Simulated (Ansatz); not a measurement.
# Effect of Pb → Tl on PbS

Consider PbS in the rock salt structure (space group Fm-3m, No. 225; a = 5.9028 Å).

The change: full substitution Pb → Tl, then cell and atoms are relaxed.

Computed with plane-wave PAW DFT at the PBEsol level (Ansatz, an electronic-structure program, 420 eV), no SOC, earlier PAW set. Γ-centred 14×14×14 mesh, Fermi–Dirac width 0.05 eV, for the changed cell.

The volume per atom shrinks by 2.24 Å³, from 25.71 Å³ to 23.47 Å³ and the space group stays Fm-3m (No. 225). The shortest interatomic distance decreases by 0.088 Å, from 2.951 Å to 2.863 Å and the band gap changes from 0.20 eV to zero.

Final structure:

```xyz
2
Lattice="0.0000 2.8631 2.8631 2.8631 0.0000 2.8631 2.8631 2.8631 0.0000" Properties=species:S:1:pos:R:3 pbc="T T T"
S      0.0000     0.0000     0.0000
Tl     2.8631     2.8631     2.8631
```

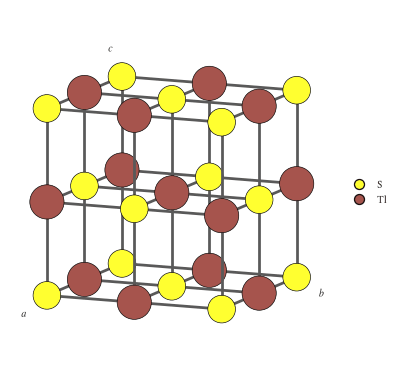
Figure: The relaxed conventional cell after the change

Spin-orbit coupling, missing from the scalar runs, can matter with Pb. No phonon test of stability was made. As relaxed here, TlS is a hypothetical phase, not in the database extracts checked. The final runs are not spin-polarised. An odd electron count without spin: TlS. A zero or small gap of PbS can be the functional's error rather than a property of the material.
